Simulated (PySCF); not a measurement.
# GaH2F: electronic excitations at several levels of theory

Aim: compute the electronic excitations of GaH2F (`[F][GaH2]`) at several levels, and see how far they spread and what each costs.

Programs: PySCF 2.14.0, with density-fitted response routines of our own. Each step states its level of theory. These are calculated values for one molecule in the gas phase, unless marked as measured. Atoms count from 0, in the outputs and in this text.

## (1) Starting geometry

4 atoms, charge 0, multiplicity 1; geometry from: GFN2-xTB.

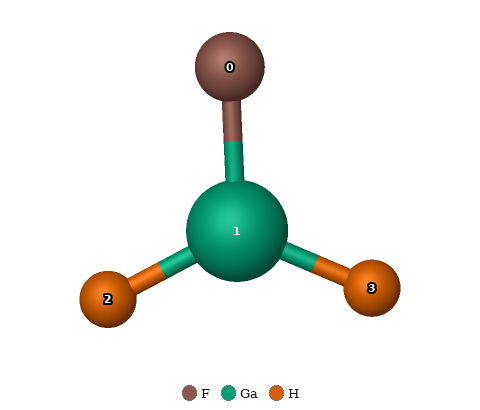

As it starts; fluorine brown, gallium teal, hydrogen orange, atoms numbered.

## (2) Optimising the geometry at PBE0-D3(BJ)/def2-SVP

Job settings and geometry (Å):

```
{"job": {"xc": "PBE0", "basis": "def2-SVP", "d3": "d3bj", "grid": 1, "kind": "geom"}, "charge": 0, "multiplicity": 1}
F     -1.122718    -1.180713    -0.002990
Ga     0.071534     0.073694    -0.005654
H      1.538050    -0.403725    -0.000854
H     -0.476632     1.515517    -0.013355
```

Output:

```text
step   0  E = -2025.24081135  max force = 0.010051
step   1  E = -2025.24105650  max force = 0.010808
step   2  E = -2025.24147465  max force = 0.002476
step   3  E = -2025.24148204  max force = 0.000472
step   4  E = -2025.24147746  max force = 0.000750
step   5  E = -2025.24148505  max force = 0.000160
optimisation converged
```

Run time: 5 s. Hardware: 1 thread, shared host.

Relaxation path:

```csv
step,energy from step 0 (eV),largest force component (eV/Å)
0,0.0000,0.5168
1,-0.0067,0.5558
2,-0.0180,0.1273
3,-0.0183,0.0243
4,-0.0181,0.0386
5,-0.0183,0.0082
```

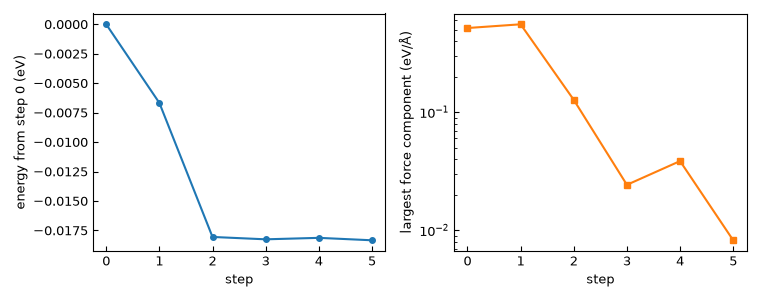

Energy and largest force along the relaxation.

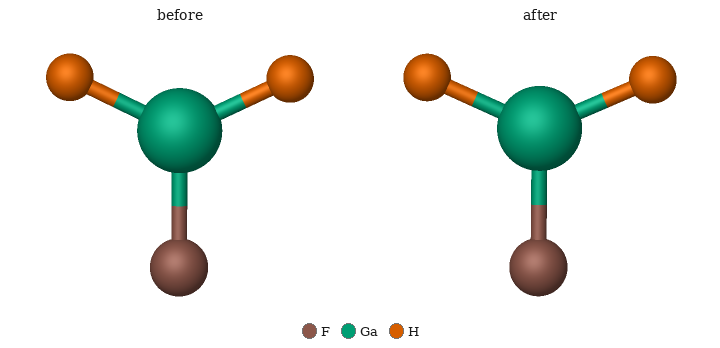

The geometry before (left) and after (right).

Close pairs (by a distance rule), those that changed most:

| bond | before (Å) | after (Å) | change (Å) |
| --- | --- | --- | --- |
| F0–Ga1 | 1.732 | 1.758 | +0.026 |
| Ga1–H2 | 1.542 | 1.559 | +0.017 |
| Ga1–H3 | 1.543 | 1.559 | +0.017 |

The end geometry stands in the next job.

```
                         at the end point                 value
  point group (found at 0.08 Å tolerance)                   C2v
rotational constants (GHz, main isotopes)  123.3, 10.520, 9.693
                        dipole moment (D)                  2.13
```

## (3) Ultraviolet spectrum: PBE0/aug-cc-pVDZ

Job settings and geometry (Å):

```
{"job": {"kind": "uv", "xc": "PBE0", "basis": "aug-cc-pVDZ"}, "charge": 0, "multiplicity": 1}
F     -1.113764    -1.165166     0.002070
Ga     0.102978     0.103634     0.003118
H      1.569587    -0.426221     0.006826
H     -0.489967     1.545978    -0.004132
```

Level: TDDFT PBE0/aug-cc-pVDZ, vertical, gas phase, core orbitals frozen in the response.

Output:

```text
coarse grid: 17664 points
cycle   1  E = -2025.4796883942  dE = -5.355e-01  |g| = 6.096e-01  |ddm| = 3.503e+00
cycle   2  E = -2025.2382408942  dE =  2.414e-01  |g| = 1.331e+00  |ddm| = 2.657e+00
cycle   3  E = -2025.5504529403  dE = -3.122e-01  |g| = 5.511e-02  |ddm| = 1.638e+00
cycle   4  E = -2025.5510968139  dE = -6.439e-04  |g| = 2.128e-02  |ddm| = 2.188e-01
cycle   5  E = -2025.5511857208  dE = -8.891e-05  |g| = 2.190e-03  |ddm| = 5.927e-02
cycle   6  E = -2025.5511868611  dE = -1.140e-06  |g| = 1.921e-04  |ddm| = 4.472e-03
final grid: 35640 points
cycle   7  E = -2025.5512011637  dE = -5.191e-08  |g| = 3.185e-04  |ddm| = 1.398e-03
cycle   8  E = -2025.5512011296  dE =  3.414e-08  |g| = 5.581e-04  |ddm| = 9.935e-04
cycle   9  E = -2025.5512011816  dE = -5.203e-08  |g| = 7.634e-06  |ddm| = 6.357e-04
cycle  10  E = -2025.5512011816  dE = -1.819e-11  |g| = 1.817e-06  |ddm| = 2.322e-05
converged SCF energy = -2025.5512011816

Static polarisability (au): isotropic 29.006, principal 23.588 30.013 33.415

Singlet excitations
state   eV       nm        f      main configurations
  1   5.7224    216.7   0.00000   H->L 0.99
  2   7.5553    164.1   0.02993   H->L+1 0.88
  3   7.5972    163.2   0.05603   H-1->L 0.98
  4   7.7301    160.4   0.00000   H-3->L 0.99
  5   7.9033    156.9   0.00533   H-2->L 0.93
  6   8.2537    150.2   0.21785   H->L+2 0.75, H->L+3 0.21
  7   8.7823    141.2   0.23662   H->L+3 0.71, H->L+2 0.17
  8   8.8124    140.7   0.01392   H->L+4 0.97
  9   9.0179    137.5   0.02671   H-2->L+1 0.92
 10   9.0580    136.9   0.00000   H->L+5 0.99

Triplet excitations (Tamm-Dancoff, eV): 5.2410 6.5414 6.9138 7.2019
```

Wall time 2.5 s (1 thread, shared host).

Frontier orbitals and where they lie:

```
orbital      eV                       atoms
 HOMO−3  -11.03   F0 80 %, Ga1 10 %, H2 5 %
 HOMO−2  -10.83            F0 94 %, Ga1 6 %
 HOMO−1  -10.75  F0 50 %, Ga1 21 %, H2 15 %
   HOMO   -8.99  Ga1 32 %, H3 26 %, H2 26 %
   LUMO   -1.71    Ga1 77 %, H2 8 %, H3 8 %
 LUMO+1   -0.21  Ga1 69 %, H2 11 %, H3 11 %
 LUMO+2    0.35  Ga1 46 %, H2 26 %, H3 26 %
```

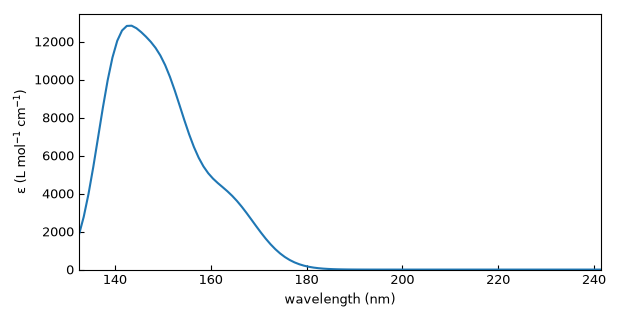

Absorption spectrum: each of the 10 states is a Gaussian band of 0.4 eV half-width at 1/e. Beyond the last state computed it falls off for lack of states.

Ground-state properties from the same run:

```
           property  computed
  dipole moment (D)      2.33
polarisability (Å³)      4.30
 HOMO–LUMO gap (eV)      7.28
      −ε(HOMO) (eV)      8.99
```

## (4) Ultraviolet spectrum: PBE0/aug-cc-pVTZ

Job settings and geometry (Å):

```
{"job": {"kind": "uv", "xc": "PBE0", "basis": "aug-cc-pVTZ"}, "charge": 0, "multiplicity": 1}
F     -1.113764    -1.165166     0.002070
Ga     0.102978     0.103634     0.003118
H      1.569587    -0.426221     0.006826
H     -0.489967     1.545978    -0.004132
```

Method: TDDFT PBE0/aug-cc-pVTZ, vertical, gas phase, core orbitals frozen in the response.

Output:

```text
coarse grid: 17664 points
cycle   1  E = -2025.5541973440  dE = -5.286e-01  |g| = 7.830e-01  |ddm| = 6.788e+00
cycle   2  E = -2025.2362006157  dE =  3.180e-01  |g| = 1.614e+00  |ddm| = 7.720e+00
cycle   3  E = -2025.6447603355  dE = -4.086e-01  |g| = 1.707e-01  |ddm| = 4.969e+00
cycle   4  E = -2025.6485645641  dE = -3.804e-03  |g| = 4.379e-02  |ddm| = 9.302e-01
cycle   5  E = -2025.6487674770  dE = -2.029e-04  |g| = 6.454e-03  |ddm| = 1.840e-01
cycle   6  E = -2025.6487757791  dE = -8.302e-06  |g| = 3.856e-04  |ddm| = 1.828e-02
final grid: 35640 points
cycle   7  E = -2025.6486315410  dE = -2.324e-07  |g| = 3.179e-04  |ddm| = 4.384e-03
cycle   8  E = -2025.6486315267  dE =  1.439e-08  |g| = 4.816e-04  |ddm| = 2.370e-03
cycle   9  E = -2025.6486315612  dE = -3.451e-08  |g| = 5.781e-05  |ddm| = 9.250e-04
cycle  10  E = -2025.6486315617  dE = -5.530e-10  |g| = 1.994e-05  |ddm| = 3.680e-04
converged SCF energy = -2025.6486315617

Static polarisability (au): isotropic 29.584, principal 24.295 30.442 34.016

Singlet excitations
state   eV       nm        f      main configurations
  1   5.7369    216.1   0.00000   H->L 0.99
  2   7.5562    164.1   0.02534   H->L+1 0.88
  3   7.5739    163.7   0.05663   H-1->L 0.98
  4   7.7649    159.7   0.00000   H-3->L 0.99
  5   7.9263    156.4   0.00462   H-2->L 0.93
  6   8.1157    152.8   0.15193   H->L+2 0.91
  7   8.7615    141.5   0.32505   H->L+3 0.84
  8   8.8782    139.7   0.01991   H->L+4 0.97
  9   9.0543    136.9   0.02397   H-2->L+1 0.90
 10   9.2034    134.7   0.00000   H->L+5 0.99

Triplet excitations (Tamm-Dancoff, eV): 5.2481 6.5657 6.9010 7.2497
```

Run time: 5.9 s. Hardware: 1 thread, shared host.

This run: HOMO -8.99 eV, LUMO -1.70 eV; lowest singlet 5.74 eV.

## (5) Excited states and response: PBE0/def2-TZVPD

Job settings and geometry (Å):

```
{"job": {"kind": "uv", "xc": "PBE0", "basis": "def2-TZVPD"}, "charge": 0, "multiplicity": 1}
F     -1.113764    -1.165166     0.002070
Ga     0.102978     0.103634     0.003118
H      1.569587    -0.426221     0.006826
H     -0.489967     1.545978    -0.004132
```

With the program's defaults for keys left out, this is: TDDFT PBE0/def2-TZVPD, vertical, gas phase, core orbitals frozen in the response.

Output:

```text
coarse grid: 17664 points
cycle   1  E = -2025.5065109396  dE = -5.235e-01  |g| = 9.484e-01  |ddm| = 1.537e+00
cycle   2  E = -2025.1417433548  dE =  3.648e-01  |g| = 1.842e+00  |ddm| = 1.483e+00
cycle   3  E = -2025.6096548485  dE = -4.679e-01  |g| = 2.469e-01  |ddm| = 1.066e+00
cycle   4  E = -2025.6169807076  dE = -7.326e-03  |g| = 5.011e-02  |ddm| = 1.607e-01
cycle   5  E = -2025.6172110771  dE = -2.304e-04  |g| = 7.955e-03  |ddm| = 2.592e-02
cycle   6  E = -2025.6172236715  dE = -1.259e-05  |g| = 5.402e-04  |ddm| = 5.990e-03
cycle   7  E = -2025.6172237713  dE = -9.980e-08  |g| = 1.812e-04  |ddm| = 1.016e-03
final grid: 35640 points
cycle   8  E = -2025.6170709546  dE = -1.638e-07  |g| = 3.305e-04  |ddm| = 9.178e-04
cycle   9  E = -2025.6170709281  dE =  2.641e-08  |g| = 5.529e-04  |ddm| = 4.223e-04
cycle  10  E = -2025.6170709683  dE = -4.015e-08  |g| = 2.321e-05  |ddm| = 2.725e-04
cycle  11  E = -2025.6170709684  dE = -6.185e-11  |g| = 1.481e-05  |ddm| = 1.983e-05
converged SCF energy = -2025.6170709684

Static polarisability (au): isotropic 29.549, principal 24.227 30.421 34.000

Singlet excitations
state   eV       nm        f      main configurations
  1   5.7540    215.5   0.00000   H->L 1.00
  2   7.5942    163.3   0.05568   H-1->L 0.98
  3   7.6659    161.7   0.01991   H->L+1 0.80, H->L+2 0.11
  4   7.7725    159.5   0.00000   H-3->L 0.99
  5   7.9453    156.0   0.00510   H-2->L 0.93
  6   8.3887    147.8   0.30000   H->L+2 0.76, H->L+3 0.19
  7   8.9272    138.9   0.19381   H->L+3 0.69, H->L+2 0.10, H->L+1 0.10
  8   9.1030    136.2   0.02460   H-2->L+1 0.96
  9   9.4174    131.7   0.01284   H-3->L+1 0.89
 10   9.6067    129.1   0.20007   H-1->L+1 0.79

Triplet excitations (Tamm-Dancoff, eV): 5.2679 6.5823 6.9172 7.2549
```

Wall time 3.9 s (1 thread, shared host).

Key values: HOMO -8.99 eV, LUMO -1.66 eV; lowest singlet 5.75 eV.

## (6) Comparing the runs: electronic excitations

Excitations and ground-state properties, with basis size and wall time:

| run | lowest singlet (eV) | brightest (eV) | f | gap (eV) | α (Å³) | μ (D) | functions | time |
| --- | --- | --- | --- | --- | --- | --- | --- | --- |
| PBE0/aug-cc-pVDZ | 5.72 | 8.78 | 0.237 | 7.28 | 4.30 | 2.33 | 77 | 2.5 s |
| PBE0/aug-cc-pVTZ | 5.74 | 8.76 | 0.325 | 7.29 | 4.38 | 2.30 | 151 | 5.9 s |
| PBE0/def2-TZVPD | 5.75 | 8.39 | 0.300 | 7.33 | 4.38 | 2.30 | 112 | 3.9 s |

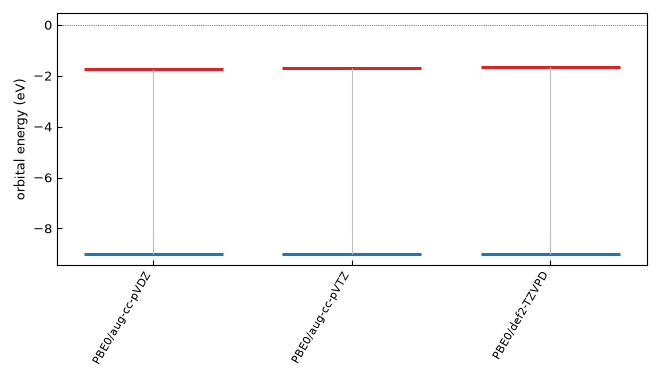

HOMO (blue) and LUMO (red) run by run.

## (7) Results

| quantity | value |
| --- | --- |
| point group | C2v |
| rotational constants (main isotopes) | 123.34, 10.52, 9.69 GHz |
| lowest singlet (PBE0/aug-cc-pVDZ) | 5.72 eV (217 nm), f = 0.000 |
| brightest single state of those computed | state 7, 8.78 eV, f = 0.237 |
| lowest triplet | 5.24 eV |
| range of the lowest singlet | 5.72 to 5.75 eV |

Single values in the summary come from the first run of each kind that ended normally (PBE0/aug-cc-pVDZ), which need not be the best level. Over 5 steps the energy fell by 0.018 eV; of the close pairs, F0–Ga1 changed most, 1.732 to 1.758 Å. The first singlet state (HOMO→LUMO 0.99) lies at 5.72 eV and is dark; of the 10 states computed, the strongest absorption comes from state 7 at 8.78 eV. The lowest triplet lies 0.48 eV below the lowest singlet (triplets in Tamm-Dancoff, singlets in full TDDFT). The lowest singlet runs from 5.72 eV (PBE0/aug-cc-pVDZ) to 5.75 eV (PBE0/def2-TZVPD), while the orbital gap spans 7.28 to 7.33 eV. The lowest state need not be the same one in every run.
